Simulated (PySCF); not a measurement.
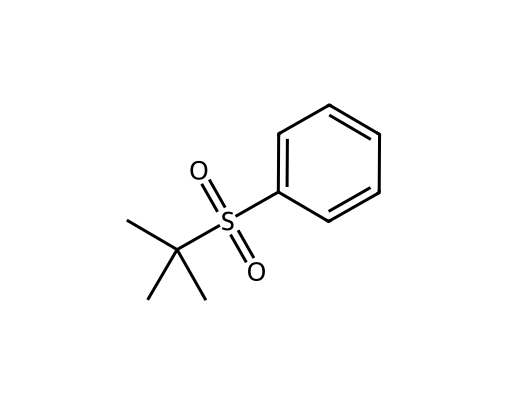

Give its SMILES.

Answer. CC(C)(C)S(=O)(=O)c1ccccc1

Give the formula, hydrogens included.

Answer. C10H14O2S.

The parts below concern this one geometry. Atoms keep their numbers from picture to picture. The geometry was computed by an optimisation with PBE0-D3(BJ)/def2-SVP. No frequency run is at hand to confirm it as a minimum.

Shape

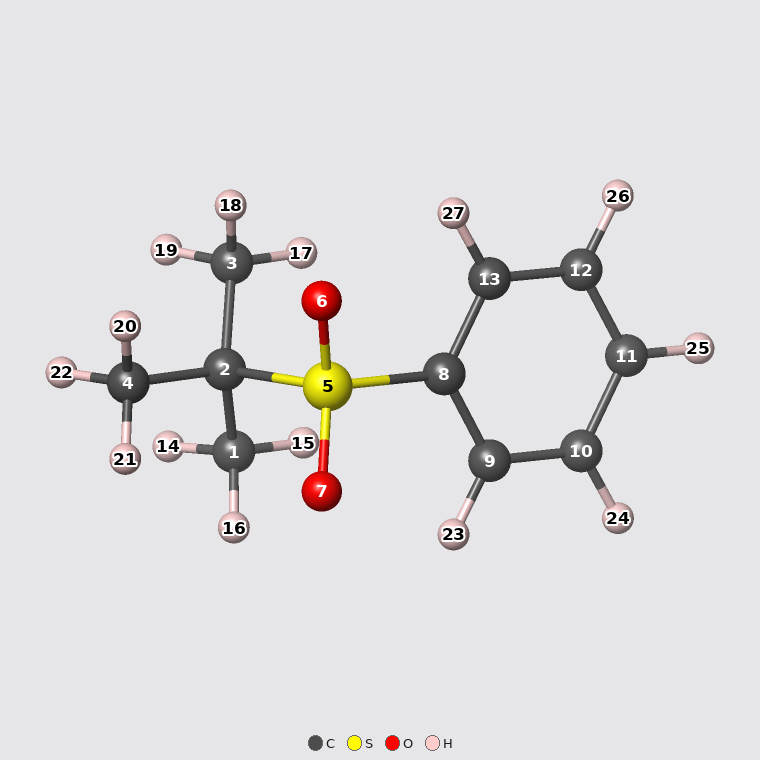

The atoms are numbered. No frequency run is at hand to confirm it as a minimum.

How are the neighbours of atom 5 arranged?

Answer. S5 has 4 neighbours (C2 at 1.84, O6 at 1.47, O7 at 1.47, C8 at 1.79 Å); the arrangement is tetrahedral.

What is the geometry at C1?

Answer. C1 has 4 neighbours (C2 at 1.52, H14 at 1.10, H15 at 1.10, H16 at 1.10 Å); the arrangement is tetrahedral.

Describe the coordination of atom 9.

Answer. C9 has 3 neighbours (C8 at 1.39, C10 at 1.39, H23 at 1.09 Å); the arrangement is trigonal planar.

What is the geometry at C2?

Answer. C2 has 4 neighbours (C1 at 1.52, C3 at 1.52, C4 at 1.53, S5 at 1.84 Å); the arrangement is tetrahedral.

What is the dihedral angle C10–C11–C12–C13?

Answer. 1° in size, that is syn (eclipsed).

Excitation

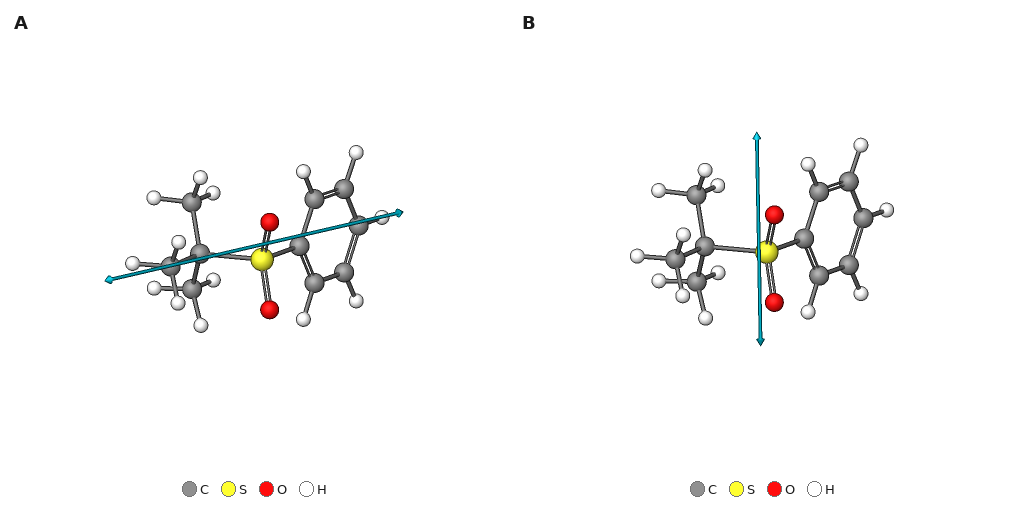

The double arrows show the directions of two transition dipoles from the ground state (lengths mean nothing). No frequency run is at hand to confirm it as a minimum. Properties computed with TDDFT PBE0/def2-SVPD, vertical, gas phase, core orbitals frozen in the response (PySCF 2.14.0).

One belongs to singlet state 3 and one to singlet state 9. Which is which?

Answer. A: state 3, 5.99 eV (207 nm), oscillator strength 0.087, mainly HOMO−2 → LUMO (weight 0.64).
B: state 9, 6.91 eV (179 nm), oscillator strength 0.29, mainly HOMO−2 → LUMO+1 (weight 0.51).

Polarisability

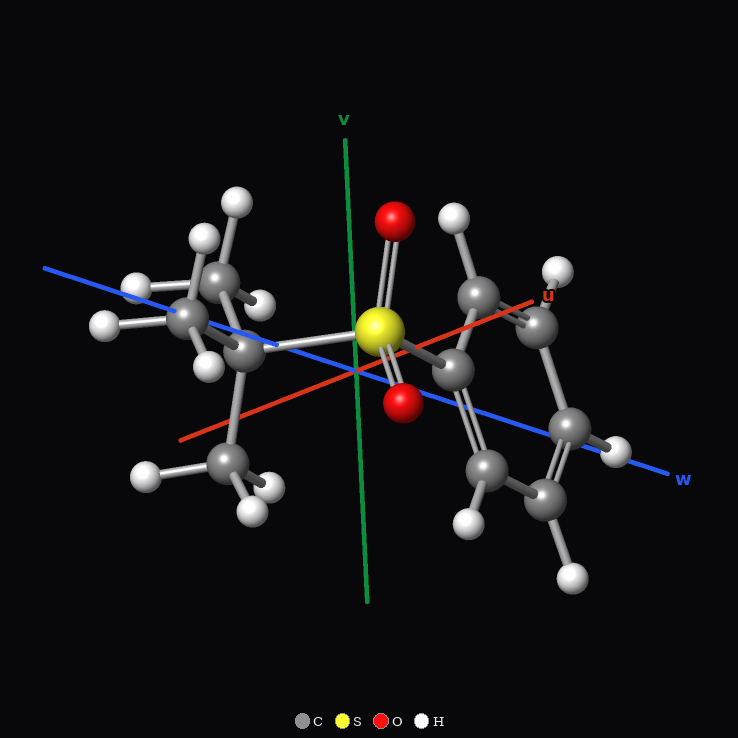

The lines u, v and w are the principal axes of the static dipole polarisability. No frequency run is at hand to confirm it as a minimum. Computed with PBE0/def2-SVPD (PySCF 2.14.0).

Along which axis is the molecule most polarisable, and along which least?

Answer. Most along w, least along u.

Give the three principal values.

Answer. u 111.2, v 137.4, w 177.1 bohr³; mean 141.9, anisotropy 57.5 bohr³.

Ring current

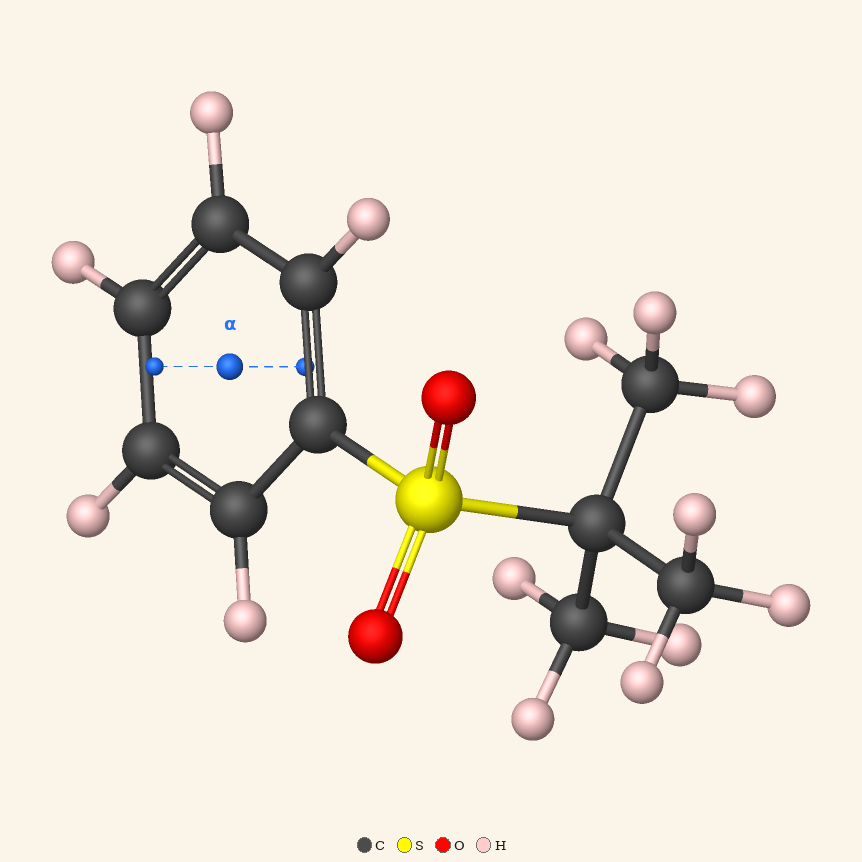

The small points mark where nucleus-independent chemical shifts (NICS) were computed: at the centre of each lettered ring and 1 Å above and below it. No frequency run is at hand to confirm it as a minimum. Properties computed with GIAO PBE0/pcSseg-1 NMR shielding, non-relativistic, gas phase (PySCF 2.14.0).

Give NICS(0), NICS(1) and the out-of-plane component NICS(1)zz for each ring (means of the two sides).

```tsv
ring	members	NICS(0)	NICS(1)	NICS(1)zz
α	C6	−9.1	−11.5	−28.7
```

Values in ppm.

What do the values say about the ring currents?

Answer. Ring α: diatropic, as in an aromatic ring. NICS is one index among several.
